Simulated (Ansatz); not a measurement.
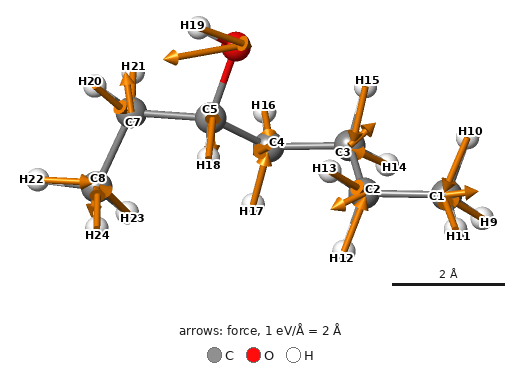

Starting geometry of C$_{7}$H$_{16}$O with the computed forces as orange arrows. Style: ball-and-stick. Shown at a tilt.

The start comes from PBE-D4/def2-SVP.

Theory: RKS PBE0-D4/def2-TZVP (Ansatz).

Input file:
```yaml
crystal:
  periodic: [false, false, false]
  atoms:
    - {symbol: C, position_ang: [-1.812075, -2.545455, 1.710458]}
    - {symbol: C, position_ang: [-1.163893, -1.586814, 0.710312]}
    - {symbol: C, position_ang: [0.154014, -0.990882, 1.217531]}
    - {symbol: C, position_ang: [0.891855, -0.101342, 0.208581]}
    - {symbol: C, position_ang: [0.099419, 1.123304, -0.255959]}
    - {symbol: O, position_ang: [-0.341368, 1.799468, 0.919868]}
    - {symbol: C, position_ang: [0.913690, 2.068888, -1.152934]}
    - {symbol: C, position_ang: [1.362162, 1.471126, -2.487064]}
    - {symbol: H, position_ang: [-1.145033, -3.404501, 1.938185]}
    - {symbol: H, position_ang: [-2.028261, -2.034697, 2.673059]}
    - {symbol: H, position_ang: [-2.768787, -2.957482, 1.328530]}
    - {symbol: H, position_ang: [-0.986076, -2.115134, -0.254868]}
    - {symbol: H, position_ang: [-1.875402, -0.763238, 0.480545]}
    - {symbol: H, position_ang: [0.833394, -1.817525, 1.523781]}
    - {symbol: H, position_ang: [-0.046171, -0.395510, 2.133850]}
    - {symbol: H, position_ang: [1.843083, 0.255961, 0.661604]}
    - {symbol: H, position_ang: [1.170616, -0.698905, -0.685991]}
    - {symbol: H, position_ang: [-0.782138, 0.765669, -0.850688]}
    - {symbol: H, position_ang: [-0.834378, 2.588014, 0.629803]}
    - {symbol: H, position_ang: [0.285569, 2.968716, -1.349395]}
    - {symbol: H, position_ang: [1.788625, 2.429538, -0.567932]}
    - {symbol: H, position_ang: [1.857510, 2.231692, -3.123198]}
    - {symbol: H, position_ang: [2.083504, 0.640454, -2.347178]}
    - {symbol: H, position_ang: [0.500151, 1.068664, -3.060899]}
basis:
  gaussian: {orbitals: def2-TZVP}
hamiltonian: {xc: pbe0, dispersion: d4}
relax: {f_tol: 0.005, max_steps: 150}
```

Command:
```bash
ansatz run in.yaml --threads 4 --pin off --events-out ev --progress --plain --max-ram 66560MiB --backend cuda --devices 0, --max-vram 37GiB
```

### What follows when this structure is relaxed?

It isn't relaxed: the largest force vector, on O6, is 0.77 eV/Å. The final displacements have little in common with the starting forces (cosine between the two patterns 0.19). The largest move after the best rigid fit is that of H22, 0.14 Å. Largest moves by element: H 0.14 Å, C 0.10 Å, O 0.08 Å. Near-neighbour distances that change, for instance: C5–H18 1.122 → 1.102 Å, C2–H12 1.115 → 1.097 Å, C1–H10 1.111 → 1.094 Å, C5–C7 1.537 → 1.522 Å. After 9 geometry steps the energy has fallen by 2.26 kcal/mol. Largest force component: 0.58 eV/Å at the start, 0.0021 eV/Å at the end. The run took about 26 s of wall time on a shared GPU.
